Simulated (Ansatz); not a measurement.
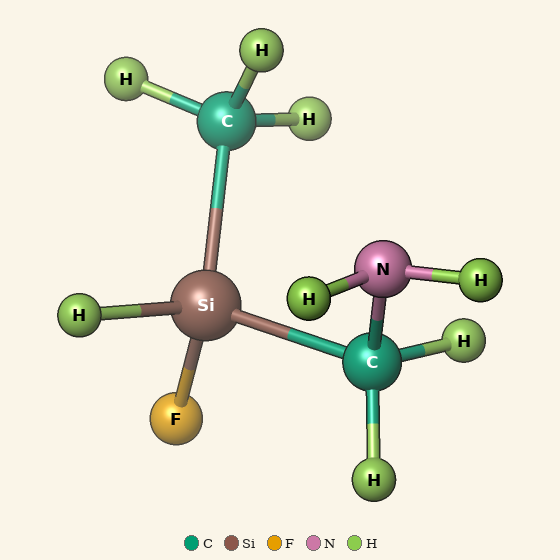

Depth is shown by fading: the farther an atom, the more it takes the colour of the background. The geometry was computed by an optimisation with PBE-D4/def2-SVP. No frequency run is at hand to confirm it as a minimum.

**List the symmetry elements and name the point group.**

It has no symmetry element but the identity, so the point group is C1. The group has 1 operation. The geometry is chiral, and symmetry allows a dipole moment.
